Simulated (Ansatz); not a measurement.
Breaking the Pb1–Cl3 bond in ClHPb (SMILES [Cl][PbH]) (multiplicity 1 held, fragments rigid). Energies count from the point at 2.493 Å.
Geometry at that point (charge 0, multiplicity 1):
```xyz
3

Pb    -0.2182    -0.2125     0.2936
H     -1.3777    -0.8869    -0.9989
Cl     1.1333     1.0773    -1.3574
```

Restricted levels (R-, RO-) in cc, def2 and unpolarised 6-31G sets keep to the state of the molecule at rest. U- levels take the lowest unrestricted solution at each point, which mixes spins at long bonds. Active spaces are followed from a long bond inwards. Curves can end on different states.

Correlated levels freeze the cores. Filled d and f shells under p-block atoms count as core.

The values were computed with Ansatz (Gaussian orbitals).  In def2 rows elements past Kr take small-core potentials, without spin–orbit coupling.

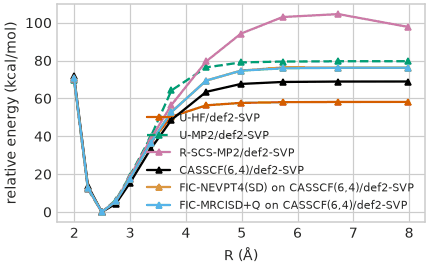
Fig. 1. Relative energy along the coordinate

Read off the U-HF/def2-SVP curve at R = 4.363.

about 56 kcal/mol

Doubts at one or more of the structures used: a spin-contaminated determinant (U-HF/def2-SVP, U-MP2/def2-SVP); a restricted determinant that unrestricted orbitals would lower (R-SCS-MP2/def2-SVP); active orbitals that take no part (CASSCF(6,4)/def2-SVP, FIC-NEVPT4(SD) on CASSCF(6,4)/def2-SVP, FIC-MRCISD+Q on CASSCF(6,4)/def2-SVP).

Ansatz is a quantum-chemistry and plane-wave program.
